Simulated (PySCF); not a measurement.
C6H7ClSi, SMILES c1(Cl)ccccc1[SiH3] at its GFN2-xTB optimised geometry (Å):

```
15

Si     1.3235     2.1332     0.0006
C      0.4235     0.4723     0.0006
C      1.0873    -0.7492     0.0006
C      0.3963    -1.9479     0.0000
C     -0.9885    -1.9479     0.0000
C     -1.6801    -0.7485     0.0000
C     -0.9648     0.4355    -0.0002
Cl    -1.8186     1.9405    -0.0021
H      2.7590     1.8422     0.0155
H      0.9489     2.8832     1.1988
H      0.9703     2.8687    -1.2132
H      2.1676    -0.7547     0.0008
H      0.9363    -2.8832    -0.0004
H     -1.5339    -2.8797     0.0001
H     -2.7590    -0.7311     0.0000
```

Level of theory: PBE/def2-TZVP run with PySCF.

Map of the electron localisation function on the plane z = 1.0 Å:

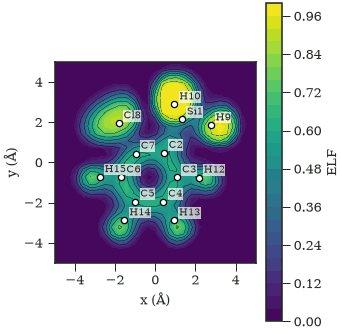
Figure. Electron localisation function on the plane z = 1.0 Å.
